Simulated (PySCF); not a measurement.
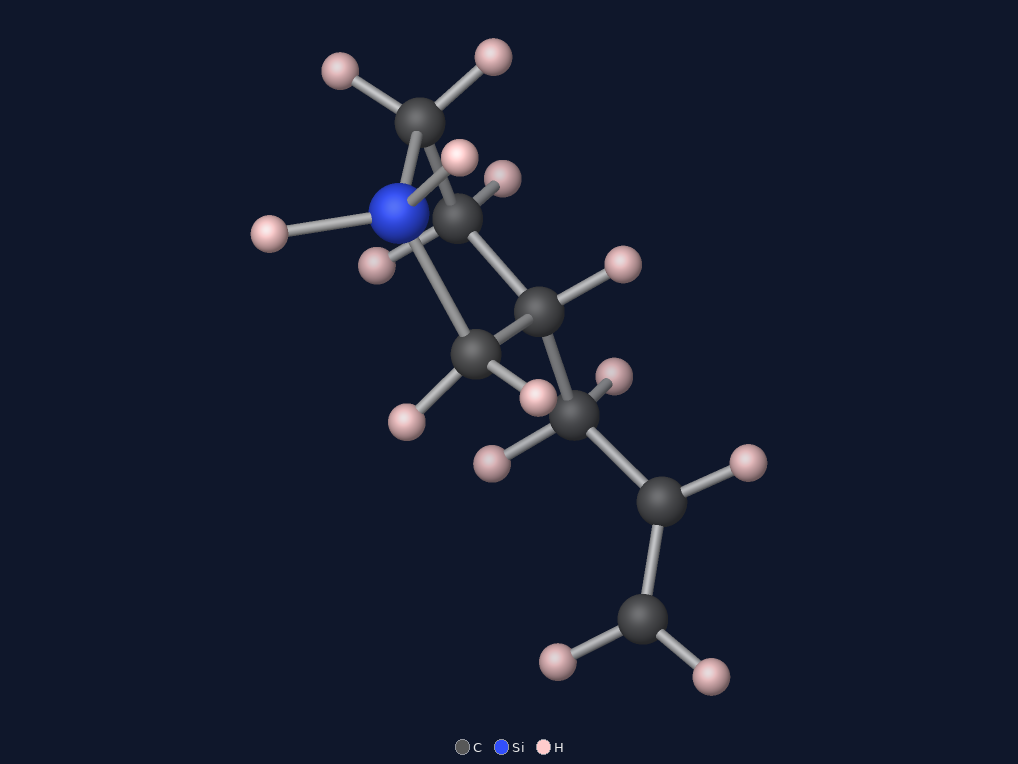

The computed structure is the end point of a PBE0-D3(BJ)/def2-SVP optimisation. No frequency run is at hand to confirm it as a minimum.

Give the structural formula.

SMILES: C=CC[C@H]1CC[SiH2]C1

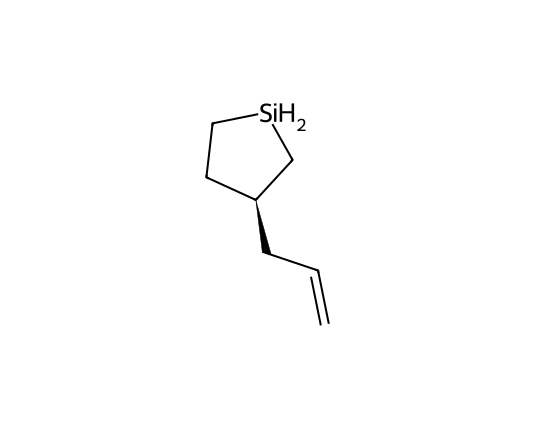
